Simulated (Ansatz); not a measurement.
A series of calculations on C2H6O

## 1. Relaxation

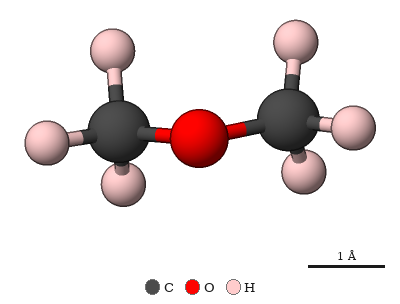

This is the input geometry for a relaxation of C₂H₆O (coarse preliminary run). A ball-and-stick model, seen at a tilt.

Level of theory: RKS PBE-D4/def2-SVP in Ansatz 0.2.0.

Input
```yaml
crystal:
  periodic: [false, false, false]
  atoms:
    - {symbol: C, position_ang: [-0.384200, 0.836800, -0.634600]}
    - {symbol: O, position_ang: [0.555400, -0.138400, -0.612000]}
    - {symbol: C, position_ang: [0.440600, -0.905400, 0.565600]}
    - {symbol: H, position_ang: [-1.360100, 0.452100, -0.624900]}
    - {symbol: H, position_ang: [-0.318100, 1.433500, -1.596900]}
    - {symbol: H, position_ang: [-0.303400, 1.588000, 0.191400]}
    - {symbol: H, position_ang: [-0.472100, -1.402700, 0.648000]}
    - {symbol: H, position_ang: [1.294300, -1.653000, 0.546100]}
    - {symbol: H, position_ang: [0.636000, -0.257200, 1.500200]}
basis:
  gaussian: {orbitals: def2-SVP}
hamiltonian: {xc: pbe, dispersion: d4}
relax: {f_tol: 0.03, max_steps: 250}
```

Where does the relaxation end?

Answer. The optimiser took 4 steps. The atom that moves furthest after the best rigid fit is H4 (0.083 Å). Largest moves by element: H 0.083 Å, C 0.056 Å, O 0.023 Å. Near-neighbour distances that change, for instance: C3–H7 1.043 → 1.120 Å, C1–H4 1.049 → 1.120 Å, C1–O2 1.354 → 1.404 Å, C3–H9 1.154 → 1.120 Å. Bond angles that change, for instance: H4–C1–H5 104.8° → 108.3°, H7–C3–H9 110.6° → 107.3°, H5–C1–H6 105.6° → 108.4°.

Final geometry:

```xyz
9

C    -0.4030    0.8728   -0.6549
O     0.5744   -0.1341   -0.6005
C     0.4952   -0.8997    0.5741
H    -1.4430    0.4593   -0.6281
H    -0.2714    1.4244   -1.6067
H    -0.3117    1.6013    0.1902
H    -0.4875   -1.4266    0.6740
H     1.2979   -1.6625    0.5384
H     0.6375   -0.2812    1.4964
```

The end point in the same view:

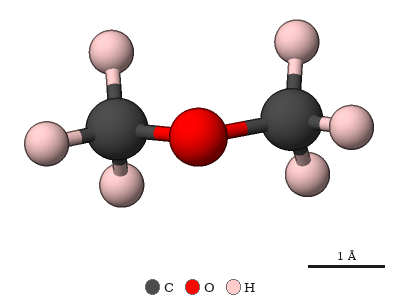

## 2. Relaxation

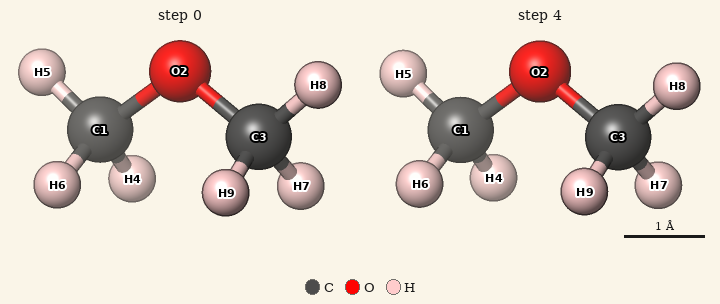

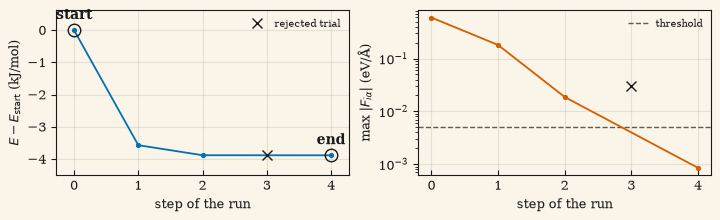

First and last geometry of a relaxation of C2H6O, with the history of the run. The picture is a ball-and-stick view, seen at a tilt.

The calculation used RKS PBE0-D4/def2-TZVP (Ansatz).

Input file:
```yaml
crystal:
  periodic: [false, false, false]
  atoms:
    - {symbol: C, position_ang: [-0.402981, 0.872839, -0.654926]}
    - {symbol: O, position_ang: [0.574348, -0.134184, -0.600606]}
    - {symbol: C, position_ang: [0.495211, -0.899772, 0.574060]}
    - {symbol: H, position_ang: [-1.443072, 0.459482, -0.627934]}
    - {symbol: H, position_ang: [-0.271470, 1.424341, -1.606673]}
    - {symbol: H, position_ang: [-0.311438, 1.601363, 0.190215]}
    - {symbol: H, position_ang: [-0.487614, -1.426503, 0.674149]}
    - {symbol: H, position_ang: [1.297748, -1.662615, 0.538328]}
    - {symbol: H, position_ang: [0.637668, -0.281251, 1.496287]}
basis:
  gaussian: {orbitals: def2-TZVP}
hamiltonian: {xc: pbe0, dispersion: d4}
relax: {f_tol: 0.005, max_steps: 200}
```

Question: Did the run converge, and what did it change?

Answer: It converged. The atom that moves furthest after the best rigid fit is H7 (0.032 Å). Largest moves by element: H 0.032 Å, C 0.009 Å, O 0.003 Å. Some distances before and after: C1–H4 1.120 → 1.100 Å, C1–H5 1.108 → 1.090 Å, C1–O2 1.404 → 1.399 Å. Over 3 accepted moves (4 points after the start) the energy falls by 3.88 kJ/mol. The largest force component goes from 0.6 to 0.00085 eV/Å. The line search rejected the trial step at point 3 of the run.

```
step  E − E(0), kJ/mol  largest force component, eV/Å      note
   0              0.00                         0.5974          
   1             -3.57                         0.1808          
   2             -3.88                         0.0187          
   3             -3.88                         0.0307  rejected
   4             -3.88                         0.0009
```

## 3. A change

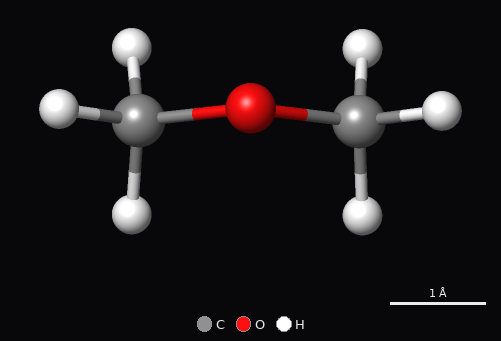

Reference structure: C$_{2}$H$_{6}$O. The picture is a ball-and-stick view, seen at a tilt.

These are results of RKS PBE0-D4/def2-TZVPP in Ansatz 0.2.0, not measurements. 

Change: All atoms are moved at random (σ = 0.06 Å) from the PBE0-D4/def2-TZVP minimum.

**What is the effect?**

Energy change: +14.6 kcal/mol. The largest force is 5.3 eV/Å, on a C atom. The forces point partly back along the displacements (cosine −0.64). At other levels of theory the same distortion costs 14.7 kcal/mol (RKS PBE-D4/def2-TZVPP), 14.8 kcal/mol (RKS r2SCAN-D4/def2-TZVPP), 15.0 kcal/mol (RKS wB97M-V/def2-TZVPP), 15.7 kcal/mol (RHF-CCSD(T), frozen core/def2-TZVPP). Near-neighbour distances before and after: C–O 1.399 → 1.305 to 1.429 Å, C–H 1.097 → 1.038 to 1.173 Å. Bond angles that change, for instance: H–C–H 108.9° → 121.0°, H–C–H 108.2° → 98.5°.

The changed structure in the same view:

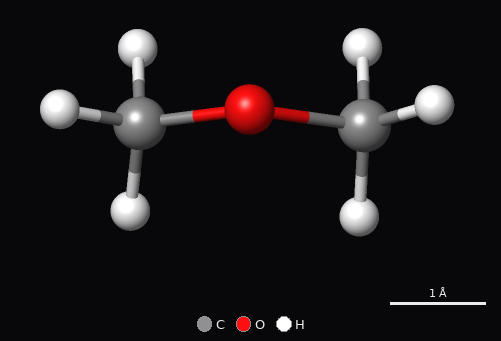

## 4. Distortion

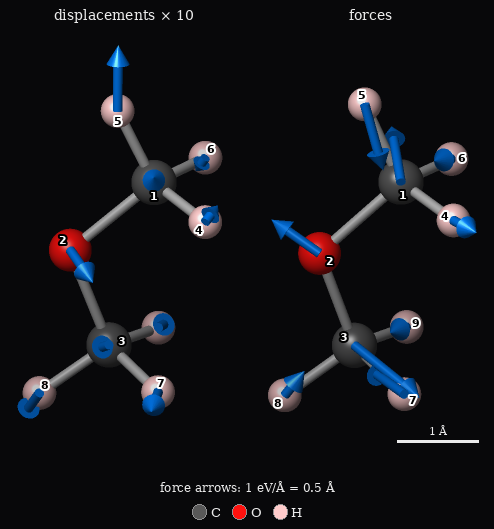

Left: C₂H₆O, with blue arrows for the displacements applied to it. Right: the displaced structure with the computed forces. Style: ball-and-stick. Shown from a free direction.

Method: Ansatz, RKS wB97M-V/def2-TZVPP. 

**Where do the forces point?**

All atoms are moved at random (σ = 0.04 Å) from the PBE0-D4/def2-TZVP minimum. Energy change: +0.306 eV. The largest force is 2.5 eV/Å, on C3. The forces mostly point back along the displacements (cosine −0.70). At other levels of theory the same distortion costs 0.246 eV (RKS PBE-D4/def2-TZVPP), 0.294 eV (RKS r2SCAN-D4/def2-TZVPP), 0.297 eV (RKS PBE0-D4/def2-TZVPP), 0.306 eV (RHF-CCSD(T), frozen core/def2-TZVPP). Near-neighbour distances before and after: C3–H7 1.100 → 1.185 Å, C1–H5 1.090 → 1.146 Å, C1–H4 1.100 → 1.065 Å, C1–H6 1.100 → 1.129 Å. Among the angles between lasting bonds that change: O2–C3–H7 111.6° → 104.6°, C1–O2–C3 112.1° → 115.8°.
